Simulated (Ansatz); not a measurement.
A series of calculations on CH₆Ge

## 1. Relaxation

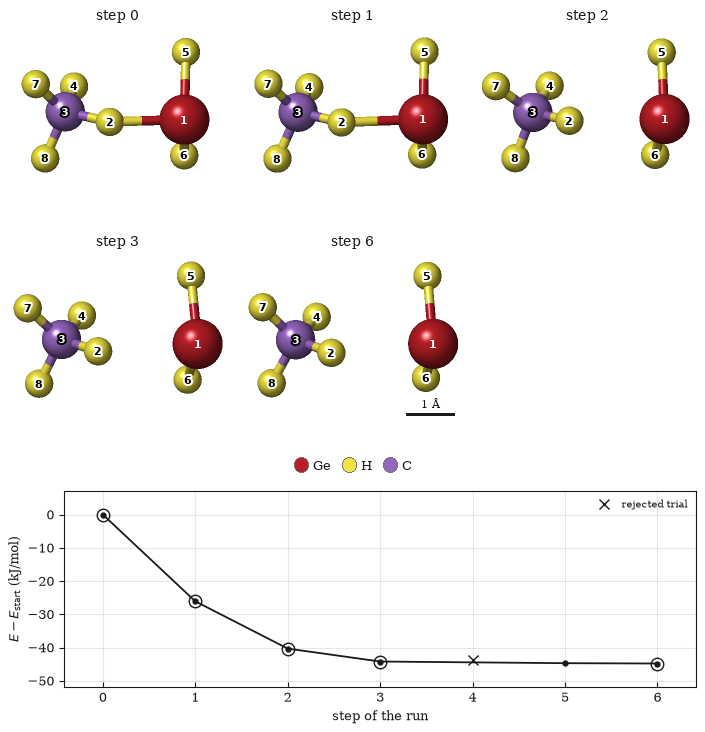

Frames of a relaxation of CH6Ge, marked on the history of the run. A ball-and-stick model, seen at a tilt.

The run prepares an end point of a later path (reaction) calculation, from a guessed geometry.

All numbers below come from RKS PBE0-D4/def2-SVP (Ansatz 0.2.0). Settings: no spin polarisation; force threshold 0.03 eV/Å; at most 50 steps.

### What happens along the run?

H2 moves most after the best rigid fit: 0.36 Å. Largest moves by element: H 0.36 Å, Ge 0.31 Å, C 0.14 Å. Some distances before and after: Ge1–H2 1.593 → 2.218 Å, Ge1–C3 2.581 → 2.940 Å, H2–C3 1.174 → 1.114 Å, C3–H4 1.085 → 1.097 Å. Bonds break, among them: Ge1–H2 (1.59 → 2.22 Å). Among the angles between lasting bonds that change: H2–C3–H7 102.0° → 106.4°, H2–C3–H4 115.6° → 112.5°, H2–C3–H8 104.3° → 107.3°. After 5 accepted moves (6 points after the start) the energy has fallen by 44.8 kJ/mol. The largest force component goes from 1.7 to 0.0076 eV/Å. The line search rejected the trial step at point 4 of the run. From step 0 to 1: Ge1 moves most (0.08 Å), energy −26.1 kJ/mol. From step 1 to 2: H2 moves most (0.20 Å), energy −14.2 kJ/mol. From step 2 to 3: H8 moves most (0.14 Å), energy −3.89 kJ/mol. From step 3 to 6: H6 moves most (0.08 Å), energy −0.59 kJ/mol.

## 2. Relaxation

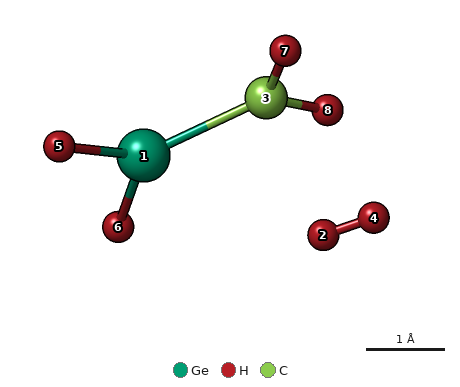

CH6Ge, before the relaxation. The picture is a ball-and-stick view, seen at a tilt.

The run prepares an end point of a later path (reaction) calculation, from a guessed geometry.

Theory: Ansatz 0.2.0, RKS PBE0-D4/def2-SVP.

Input
```yaml
crystal:
  periodic: [false, false, false]
  atoms:
    - { symbol: Ge, position_ang: [-0.331679, 0.589734, 1.083122] }
    - { symbol: H, position_ang: [-0.737272, -0.591109, -1.455046] }
    - { symbol: C, position_ang: [0.845393, -0.144793, -0.011205] }
    - { symbol: H, position_ang: [-0.344197, -0.910968, -1.939501] }
    - { symbol: H, position_ang: [-1.103586, -0.226634, 2.120057] }
    - { symbol: H, position_ang: [-0.750957, 2.053537, 0.961647] }
    - { symbol: H, position_ang: [1.093341, -1.206729, 0.039538] }
    - { symbol: H, position_ang: [1.329057, 0.436963, -0.798514] }
basis:
  gaussian: { orbitals: def2-SVP }
hamiltonian:
  xc: pbe0
  dispersion: d4
relax:
  f_tol: 0.03
  max_steps: 50
```

Launched with:
```bash
ansatz run input.yaml --threads 2 --pin off --max-ram 3072MiB --backend cpu --events-out ev --progress --plain --runs-dir out
```

Q: What does the optimiser find from here?

A: After 6 geometry steps the energy has fallen by 49.0 kJ/mol. Largest force component: 2.3 eV/Å at the start, 0.026 eV/Å at the end. The largest move after the best rigid fit is that of H4, 1.02 Å. By element the largest moves are H 1.02 Å, C 0.27 Å, Ge 0.23 Å. Among the contacts that change: H2–H4 0.701 → 0.763 Å, Ge1–C3 1.767 → 1.772 Å.

Final geometry:

```xyz
8

Ge   -0.2962    0.6862    1.2866
H    -0.6283   -0.9359   -2.0840
C     0.9205   -0.0381    0.2209
H    -0.8995   -1.2135   -2.7408
H    -1.0388   -0.1188    2.3513
H    -0.6892    2.1597    1.2021
H     1.1894   -1.0947    0.2984
H     1.4422    0.5550   -0.5345
```

The end point in the same view:

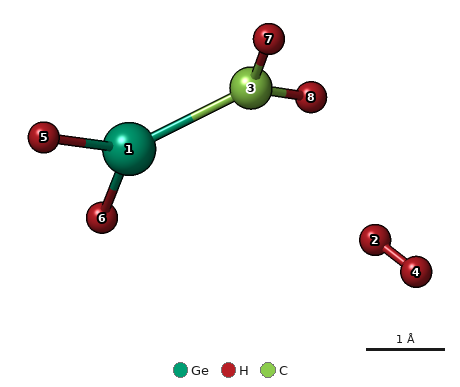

## 3. Path

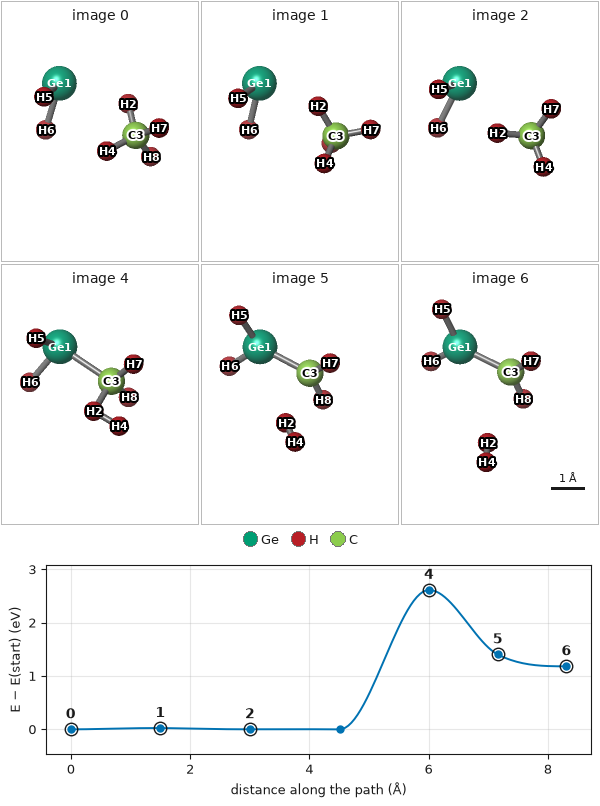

A search for the minimum-energy path of CH₆Ge, made up at the start of GeH₂ and CH4 by the nudged elastic band. Images are numbered from 0 (start) to 6 (end). A ball-and-stick model, seen from a free direction.

The calculation used RKS PBE0-D4/def2-SVP (Ansatz 0.2.0). Run with 5 movable images; climbing image; force threshold 0.05 eV/Å; iteration limit 60; starting path through a guess of the saddle point.

Q: Describe the mechanism and the energy profile.

A: The energy climbs by 2.62 eV to image 4 and then falls by 1.43 eV, so the end point sits at +1.18 eV. The path has more than one stage, and so few images may leave a stage unresolved. Breaking: C3–H4 (1.10 → 1.66 at the top → 3.67 Å), H2–C3 (1.11 → 1.26 at the top → 2.92 Å). Forming: Ge1–C3 (2.94 → 1.98 at the top → 1.77 Å), H2–H4 (1.84 → 0.93 at the top → 0.76 Å). The band converged in 16 iterations. The largest component of the band force went from 21 to 0.023 eV/Å. The climbing image converged on the top of the path. Its vibrational analysis gives one imaginary mode (1052i cm⁻¹), as a transition state must have.

Limits of the set-up: the start holds two separate molecules, 2.2 Å apart at their closest, whose relative position is a soft coordinate.

The run took 93 s on 2 threads of Arm Neoverse V2, with other jobs on the host, peak memory 0.14 GiB.
